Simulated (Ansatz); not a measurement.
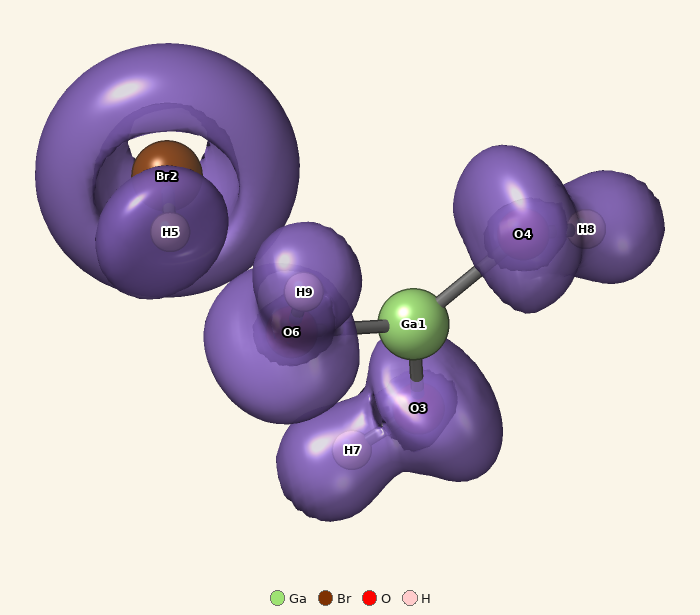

The picture shows: GaH$_{3}$O$_{3}$···HBr. Isosurface of the electron localisation function at 0.75 (purple), seen at an oblique angle. Only the valence region is drawn (cores and ρ < 0.01 e/Å³ removed).

Not at a stationary point (largest force 1.3 eV/Å).

The calculation used Ansatz 0.2.0, RKS BHLYP-D4/def2-SVP.

```xyz
9

Ga   -0.5783    0.4627   -0.0042
Br    1.9503   -2.1780   -0.6777
O    -0.4280    0.9698   -1.6797
O    -2.0746   -0.1475    0.6805
H     2.0370   -1.1506    0.3732
O     0.8499    0.6184    1.1380
H     0.4493    1.2213   -1.9598
H    -2.8126   -0.2439    0.0830
H     0.6071    0.4478    2.0467
```

What do the ELF domains correspond to?

The surface consists of one region around a hydrogen nucleus, one ring or bowl of non-bonding electrons around Br and three joined regions spread over several atoms (H, O), in which their bonds and any lone pairs are merged. Along the contacts the grid gives the following. O6···H5 (2.26 Å): the ELF dips to about 0.05 between them. Ga–O (1.75 Å): the ELF peaks at about 0.85 in the valence shell of O, 0.6 Å from its nucleus, and is about 0.25 at the midpoint.
